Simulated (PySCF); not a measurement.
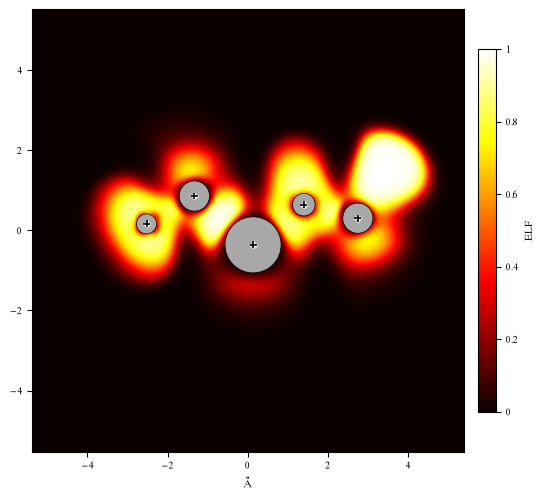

The electron localisation function on a plane through atoms (crosses mark nuclei in the plane; grey discs cover the cores).

All numbers below come from PBE0/pcSseg-1, SCF density, gas phase, non-relativistic in PySCF.

Candidates:
A. C3H11FO2Si2
B. C7H14Si
C. C3H12O2Si2

Q: Which system is this?

A: Candidate A: C3H11FO2Si2 on the plane of atoms O2, Si3 and C4, which holds C, O, Si and F. C–F (1.38 Å): the ELF peaks at about 0.85 between the atoms, as expected for a shared but strongly polarised pair. C–O (1.40 Å): the ELF peaks at about 0.90 between the atoms: a polar covalent bond.
